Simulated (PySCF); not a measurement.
# C6H6, SMILES `C=C1C=CC=C1`: electronic structure

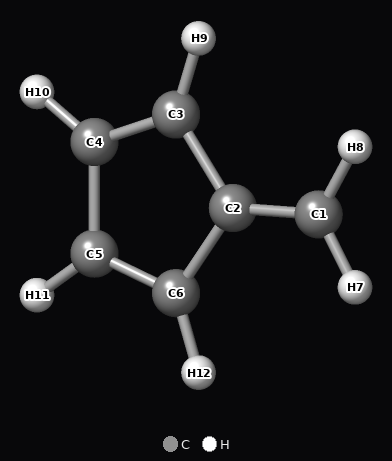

The molecule, with its atoms numbered as below. No frequency check shows the geometry to be a minimum.

Coordinates in Å:

```
C1      -2.0914    0.0001    0.0000
C2      -0.7572   -0.0001    0.0000
C3       0.1265   -1.1662    0.0000
C4       1.3961   -0.7288    0.0000
C5       1.3962    0.7288    0.0000
C6       0.1266    1.1663    0.0000
H7      -2.6569    0.9176    0.0000
H8      -2.6569   -0.9173    0.0000
H9      -0.2232   -2.1814    0.0000
H10      2.2900   -1.3266    0.0000
H11      2.2900    1.3266    0.0000
H12     -0.2231    2.1814    0.0000
```

### 1. Bonding charge

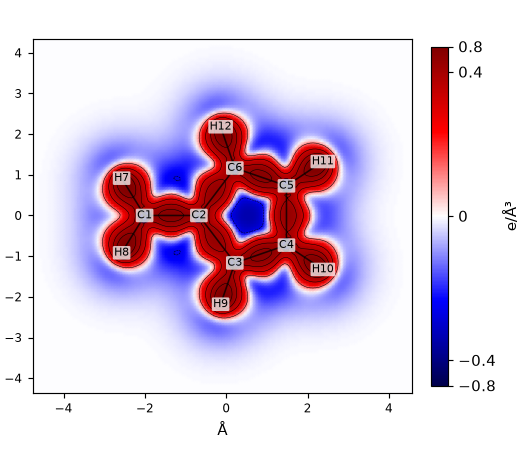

Deformation density (molecule less spherical, spin-averaged free atoms) in the molecular plane; colour scale in e/Å³, logarithmic beyond ±0.1; red: gain, blue: loss.

Level of theory: PBE0/def2-SVPD (PySCF), at a geometry from GFN2-xTB.

> How much density has each bond in this plane gained at its critical point, relative to the free atoms?

C1–H8 and C1–H7: +0.73 e/Å³ at the bond critical point (bond length 1.08 Å). C4–H10 and C5–H11: +0.73 e/Å³ at the bond critical point (bond length 1.07 Å). C3–H9 and C6–H12: +0.72 e/Å³ at the bond critical point (bond length 1.07 Å). C1–C2: +0.71 e/Å³ at the bond critical point (bond length 1.33 Å). C3–C4 and C5–C6: +0.69 e/Å³ at the bond critical point (bond length 1.34 Å). C4–C5: +0.53 e/Å³ at the bond critical point (bond length 1.46 Å). C2–C3 and C2–C6: +0.53 e/Å³ at the bond critical point (bond length 1.46 Å). In all, 2.8 electrons gather in the regions of gain relative to the promolecule.

> Where do the Hirshfeld charges lie?

The highest Hirshfeld charge is on H7 and H8 (+0.05 e), the lowest on C3 and C6 (−0.07 e).

### 2. Bond critical points

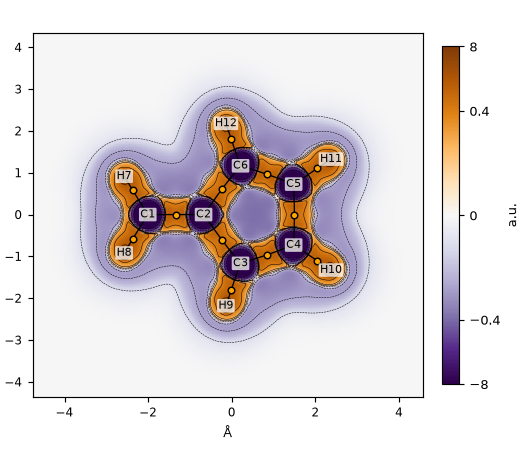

Negative Laplacian of the density (−∇²ρ) in the molecular plane (orange positive, purple negative, colour scale in a.u., logarithmic beyond ±0.04), with bond paths and bond critical points (dots).

> Sort the bonds in the plane by the sign of ∇²ρ at their critical points.

Concentrated (∇²ρ < 0): C1–C2 (−0.93 a.u.); C3–C4 and C5–C6 (−0.87 a.u.); C4–H10 and C5–H11 (−1.10 a.u.); C1–H8 and C1–H7 (−1.11 a.u.); C3–H9 and C6–H12 (−1.09 a.u.); C4–C5 (−0.66 a.u.); C2–C3 and C2–C6 (−0.66 a.u.). At none is it depleted.

> Where along C1–H8 does the critical point lie?

0.68 Å from C1 and 0.39 Å from H8.

### 3. Local ionisation energy

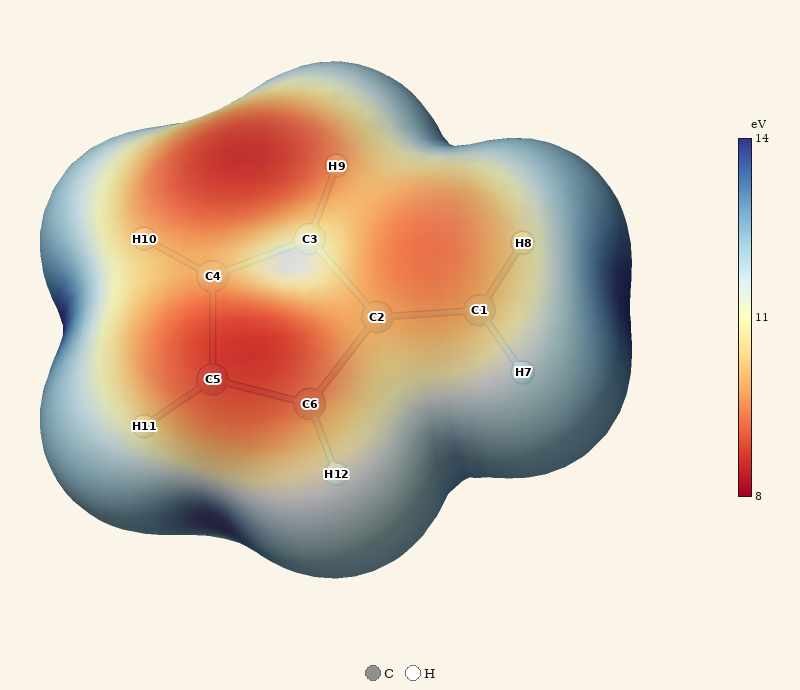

Average local ionisation energy on the surface of electron density 0.001 a.u.

> Locate the minima of the map.

The lowest value is 8.5 eV, off the molecular plane, over C3 (2.1 Å), and at like points elsewhere. Further minima include 9.2 eV, off the molecular plane, over C1 (2.1 Å), and at like points elsewhere. For comparison, the highest occupied orbital lies at −6.4 eV.

> What volume does the surface enclose, and what is the dipole moment?

About 119 Å³; the dipole moment is 0.6 D.

### 4. Excited states

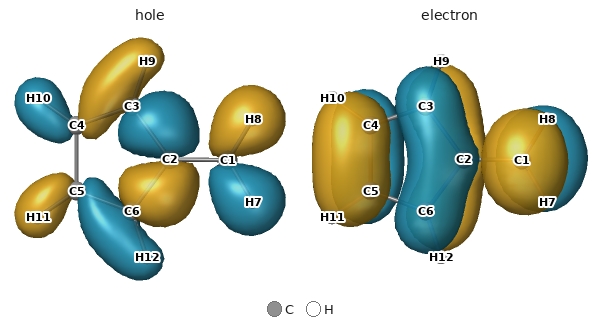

Leading natural transition orbital pair of S₃ (TDHF singlet states); the surfaces enclose about 85 % of each orbital's density.

PySCF calculation, HF/cc-pVDZ, gas phase; geometry: GFN2-xTB. Without diffuse functions Rydberg states are missing, so the states' numbers hold for this basis only.

> Characterise the state.

7.60 eV (163 nm), f = 0.000 (dark), σ → π*; the leading pair carries 96 %; hole on C2 (23 %), C3 and C6 (17 % each) and C1 (12 %), electron on C1 (27 %), C2 (14 %) and C3, C4, C5 and C6 (12 % each); their centroids lie 0.1 Å apart. In canonical orbitals it is mainly HOMO−2 → LUMO (95 %). The HOMO–LUMO gap is 10.32 eV.

### 5. In an electric field

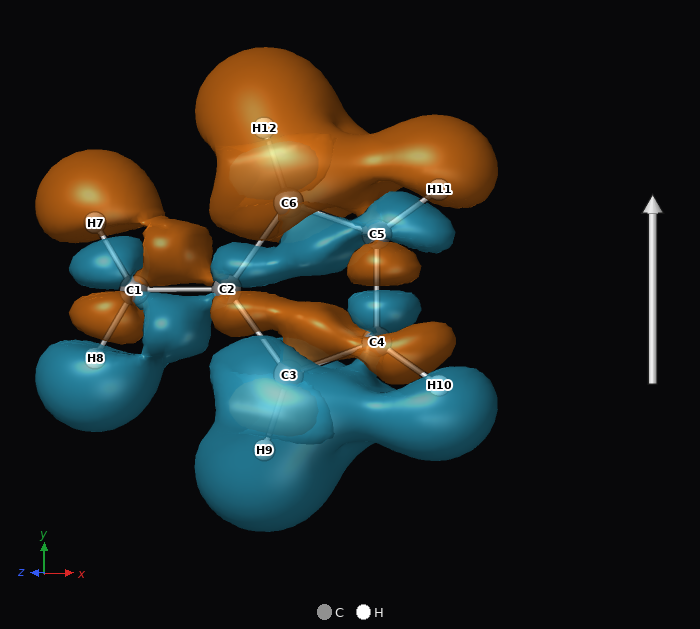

Change of the electron density in a uniform field of 0.21 V/Å along +y (arrow), surfaces at ±0.001 e/Å³ (light blue: gain, orange: loss).

Method: BLYP/def2-SVPD; geometry: GFN2-xTB; program: PySCF.

The field was applied in both directions; the picture shows the one opposite to the script's first.

> What dipole is induced, and what polarisability does it imply?

The induced dipole is 0.71 D (along the field); α along this axis, from the fields in both directions, is 70 bohr³ (10.3 Å³).

The PySCF runs shown took 33 s, 5.8 min and 100 s on 1 thread of Arm Neoverse N1, on a shared host.
